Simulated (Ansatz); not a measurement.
# ZrHF2: a trial structure relaxed, part 3 of 3

The task: take a trial cell of ZrHF2 to zero force and stress.

Ansatz 0.2.0; DFT PBE, scalar-relativistic, plane waves, PAW. The steps go on from the part before.

## 4. Spin check on a coarse mesh

The input, input.yaml:

```yaml
crystal:
  lattice:
    - [3.0132595159, 0.0, 0.0]
    - [0.0, 3.0132595159, 0.0]
    - [0.0, 0.0, 4.461384908]
  atoms:
    - { symbol: Zr, position: [0.5, 0.5, 0.5], spin: 1.0 }
    - { symbol: H, position: [0.5, 0.5, 0.0] }
    - { symbol: F, position: [0.0, 0.0, 0.7390569331] }
    - { symbol: F, position: [0.0, 0.0, 0.2609430669] }
basis:
  ecutwfc: 420
kpoints:
  mp_grid: { grid: [6, 6, 4] }
hamiltonian:
  xc: pbe
scf:
  occupations: { method: gaussian, width: 0.1 }
  lower_state_search: "off"
output:
  forces: true
  stress: true
  eigenvalues: true
  populations: true
magnetization:
  spin_polarized: true
```

Launch:

```
> ansatz run input.yaml --threads 1 --pin off --max-ram 2560MiB --backend cpu --events-out ev --progress --plain --runs-dir out
```

The log of the run, cut to the lines that bear on the results:

```text
[...]
SCF converged after 17 iterations
Magnetization: -0.0000 μB (13.5000 up, 13.5000 down)
Absolute magnetization: 0.0000 μB (∫|ρ↑−ρ↓|, with the PAW one-centre terms)
Spin contamination: 0.0000 ħ² per cell (⟨S²⟩ above its minimum at these occupations)
[...]
  k-point 0 ↑: bands = ["-39.3112", "-17.4835", "-16.9072", "-16.9072", "-14.8222", "-13.1375", "1.9941", "4.4510", "4.4510", "4.7843", "4.7843", "7.2694", "7.9614", "8.2969", "12.2797", "14.3094", "14.7666", "14.7666"]
[...]
--- Löwdin populations: 4 sites ---
  site symbol       q [e]    m [muB]
     0     Zr     10.8942    -0.0000
     1      H      1.2591    -0.0000
     2      F      7.3812    -0.0000
     3      F      7.3812    -0.0000
  spilling = 0.003124 (of n_electrons = 27.000000)
```

Run time: 10 s. Hardware: 1 thread of Intel Xeon at 2.50GHz (Skylake/Cascade Lake), shared host; peak memory 0.35 GiB.

Per atom:

```csv
atom,Löwdin electrons
Zr1,10.89
H2,1.26
F3,7.38
F4,7.38
```

The same cell is solved with trial moments on Zr. The largest site moment that stays is 0.00 μB and the cell's total 0.00 μB. The workflow keeps spin only above 0.25 μB on a site, so the next run goes without spin.

## 5. Relaxation on the finer mesh

The end of the coarse run is made exact in the group found at a tolerance of 0.06 Å and reduced to its primitive cell.

The input, input.yaml:

```yaml
crystal:
  lattice:
    - [3.0132595159, 0.0, 0.0]
    - [0.0, 3.0132595159, 0.0]
    - [0.0, 0.0, 4.461384908]
  atoms:
    - { symbol: Zr, position: [0.5, 0.5, 0.5] }
    - { symbol: H, position: [0.5, 0.5, 0.0] }
    - { symbol: F, position: [0.0, 0.0, 0.7390569331] }
    - { symbol: F, position: [0.0, 0.0, 0.2609430669] }
basis:
  ecutwfc: 420
kpoints:
  mp_grid: { grid: [16, 16, 10] }
hamiltonian:
  xc: pbe
scf:
  occupations: { method: gaussian, width: 0.1 }
output:
  forces: true
  stress: true
  eigenvalues: true
  write_density: true
  write_potential: true
  elf: true
  volumetric_format: npy
relax:
  adjacent_minimum: "off"
  f_tol: 0.01
  max_steps: 80
  cell: { stress_tol: 0.05 }
```

Launch:

```
> ansatz run input.yaml --threads 1 --pin off --max-ram 2560MiB --backend cpu --events-out ev --progress --plain --runs-dir out
```

The log of the run, cut to the lines that bear on the results:

```text
Warning: RAYON_NUM_THREADS=1 ignored (pool sized by the plan → 1); use --threads N
[...]
Pseudopotentials: kind: paw
Pseudopotential: Zr, paw, valence charge 12, recommended cutoff 420 eV (normal), Zr.paw.azcp
Pseudopotential: H, paw, valence charge 1, recommended cutoff 420 eV (normal), H.paw.azcp
Pseudopotential: F, paw, valence charge 7, recommended cutoff 420 eV (normal), F.paw.azcp
Functional definition: PBE
[...]
Crystal: 4 atoms, lattice volume = 40.508 Å³
[...]
  cell:  # Å, volume = 40.4978 Å³
    - [3.014492885343374, 0.0, 0.0]
    - [0.0, 3.014492885343374, 0.0]
    - [0.0, 0.0, 4.45658738045038]
  atoms:
    - { symbol: Zr, position: [0.5, 0.5, 0.5] }
    - { symbol: H, position: [0.5, 0.5, 1.5188699737347125e-21] }
    - { symbol: F, position: [1.4668032194935847e-36, 3.3646749383330232e-37, 0.7391163890316962] }
    - { symbol: F, position: [9.674659532830028e-37, 3.4036856622557253e-37, 0.26088361096830387] }
```

Run time: 1.8 min. Hardware: 1 thread of Intel Xeon at 2.50GHz (Skylake/Cascade Lake), shared host; peak memory 0.51 GiB.

Step by step:

| step | energy from step 1 (eV/cell) | largest force component (eV/Å) | pressure (GPa) | volume (Å³) |
| --- | --- | --- | --- | --- |
| 1 | 0.0000 | 0.0075 | -0.03 | 40.51 |
| 2 | -0.0001 | 0.0177 | 0.03 | 40.50 |
| 3 | -0.0001 | 0.0024 | 0.01 | 40.50 |
| 4 | 0.0000 | 0.0021 | 0.00 | 40.50 |

Step 1 is the start. Step 4 repeats the geometry before it on a plane-wave basis chosen anew for that cell, so its energy need not be comparable with the rows above.

|  | before | after | change |
| --- | --- | --- | --- |
| a (Å) | 3.013 | 3.014 | 0.0 % |
| b (Å) | 3.013 | 3.014 | 0.0 % |
| c (Å) | 4.461 | 4.457 | -0.1 % |
| volume (Å³/atom) | 10.13 | 10.12 | 0.0 % |
| shortest distance (Å) | 2.133 | 2.131 | -0.1 % |
| space group (0.01 Å) | P4/mmm | P4/mmm | same |

Forces and stress were held to the start's 16 operations: a distortion of lower symmetry was not tested.

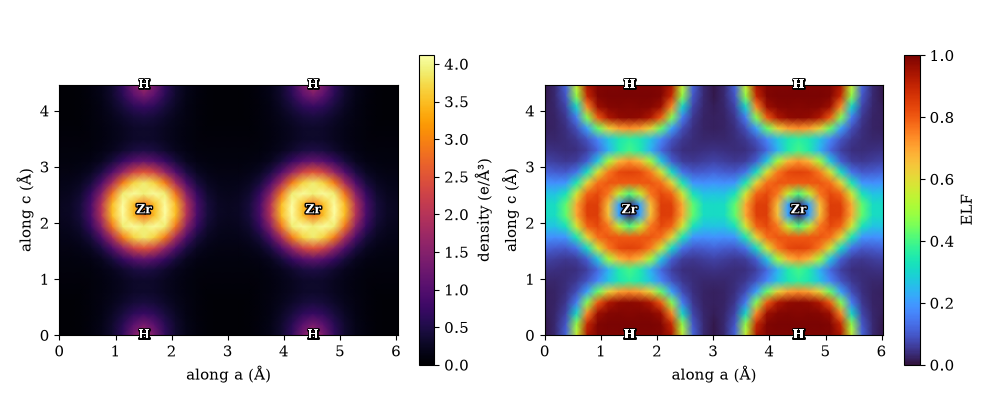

Density (left) and ELF (right) in a lattice plane of the grid's cell (edges 3.01 and 4.46 Å, at 0.500 of the third edge), which holds Zr and H. Only atoms in the plane are labelled. Both are smooth fields of the valence electrons: close to the nuclei they are not physical.

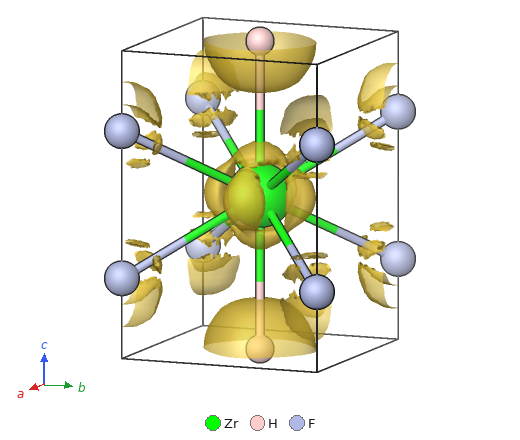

Surface of ELF = 0.80, drawn in one cell.

Maxima of ELF outside the ion cores: 1.00 at H; 0.86 in the shell around F, 0.6 Å from F.

## 6. Outcome

What follows sums up all 3 parts. Changes of volume or cell count from the first structure of part 1.

| quantity | value |
| --- | --- |
| symmetry at the end (tolerance 0.05 Å) | space group P4/mmm (No. 123) |
| conventional cell | a = 3.014 Å, b = 3.014 Å, c = 4.457 Å, α = 90.00°, β = 90.00°, γ = 90.00° |
| volume | 10.12 Å³/atom |
| energy over the elements (uncorrected; H, N, O, F and Cl as molecules) | -1.67 eV/atom |
| gap on the mesh | none (metal) |

The space group P4/mmm (No. 123) is kept, and the volume per atom shrinks by 16.8 % from the first guess. A negative formation energy is needed for stability but isn't enough; other structures and compounds were not set against it here. No finished test with a distortion of lower symmetry is shown, so the end may be a saddle point. A spin-polarised run here lost its starting moments, which speaks against magnetism, though one start doesn't rule it out. Other magnetic orders were not searched.
